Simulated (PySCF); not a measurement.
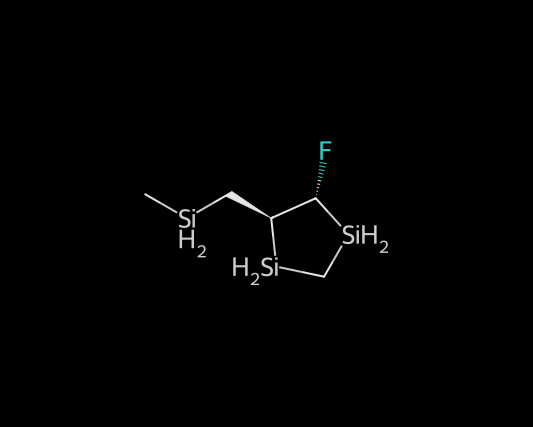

The computed structure is the end point of a GFN2-xTB optimisation. No frequency run is at hand to confirm it as a minimum. Level of theory: PBE0/pcSseg-1, gas phase (PySCF 2.14.0).

Predict the main results.

The species is C₅H₁₅FSi₃ (`C[SiH2]C[C@@H]1[SiH2]C[SiH2][C@H]1F`).
- dipole moment: 2.25 D
- HOMO energy (Kohn–Sham orbital): −7.63 eV
- LUMO energy (Kohn–Sham orbital): 0.43 eV
- HOMO–LUMO gap: 8.06 eV

The geometry is semi-empirical. Around Si such bond lengths and angles can be off by a tenth of an ångström or more and by several degrees, and values that hang on the shape move with them.
